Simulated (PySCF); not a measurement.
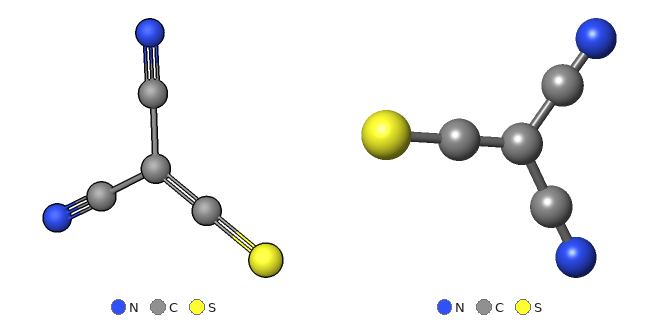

The same structure drawn twice, from different directions.

The geometry was computed by an optimisation with GFN2-xTB. No frequency run is at hand to confirm it as a minimum.

Count the atoms of each element.

Answer. C4N2S, 7 atoms: 4 carbon, 2 nitrogen and 1 sulfur.

Does it have rings?

Answer. It has no ring.

How many bonds of each kind are drawn?

Answer. 3 C–C, 2 C–N, 1 C–S.

How many sets of symmetry-equivalent atoms are there?

Answer. 5: 2 N, 2 C, 1 C, 1 C, 1 S.

The parts below concern this one geometry. Atoms keep their numbers from picture to picture.

### Bond orders

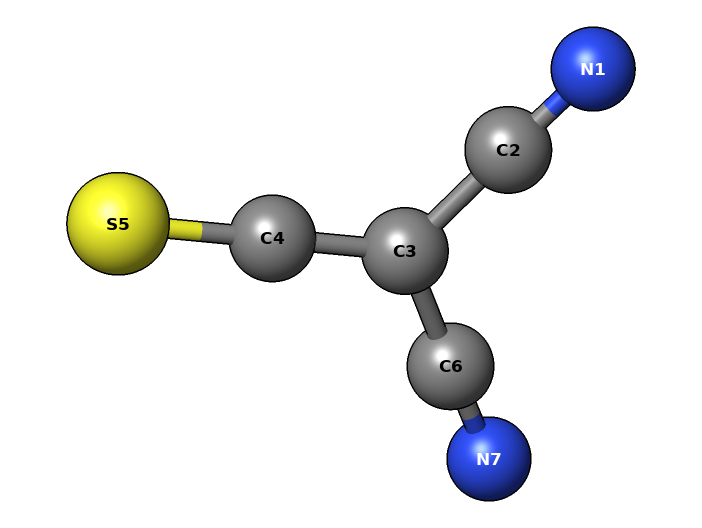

Every bond is drawn as one stick. No frequency run is at hand to confirm it as a minimum. Method: PBE0/pcSseg-1 (PySCF 2.14.0).

Which bond has the lowest Mayer bond order?

Answer. C2–C3 and C3–C6, 1.07, at 1.414 Å.

List the Mayer bond orders of C3–C4, C2–C3, C4–S5, N1–C2 (one bond of each equivalent set).

```csv
bond,Mayer order,length (Å)
C3–C4,1.40,1.323
C2–C3,1.07,1.414
C4–S5,2.14,1.539
N1–C2,3.00,1.144
```

### Electronic properties

No frequency run is at hand to confirm it as a minimum. Method: PBE0/def2-SVPD, gas phase (PySCF 2.14.0). Excitations: vertical, linear response.

Give the dipole moment at this level.

Answer. 5.13 D.

Estimate the HOMO energy (Kohn–Sham orbital).

Answer. −8.10 eV.

Estimate the mean static polarisability.

Answer. 79.3 bohr³.

What is the lowest vertical singlet excitation?

Answer. 2.34 eV.

### Quadrupole coupling

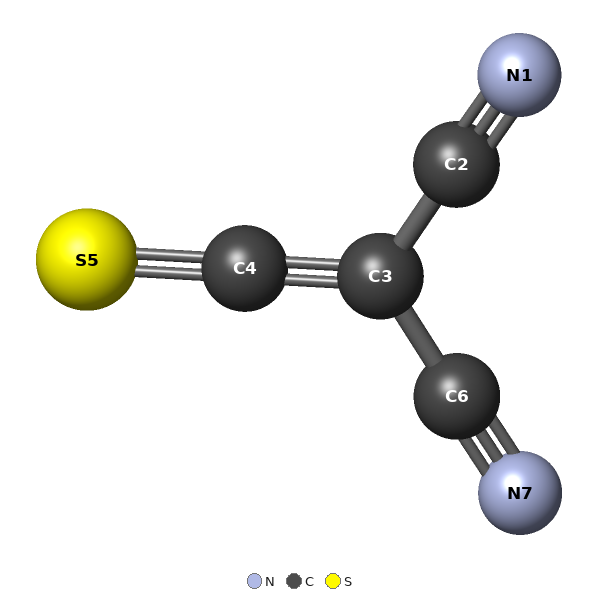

No frequency run is at hand to confirm it as a minimum. Electric field gradients from the ground-state density, PBE0/pcSseg-1 (PySCF 2.14.0), non-relativistic apart from any core potentials.

Give the largest field-gradient component, the quadrupole coupling constant and the asymmetry for 14N at N1 (Q = 20.44 mb), 33S at S5 (Q = −67.81 mb).

```csv
atom,V_zz (a.u.),e²qQ/h (MHz),η
N1,−0.974,−4.68,0.27
S5,−1.922,30.6,0.26
```
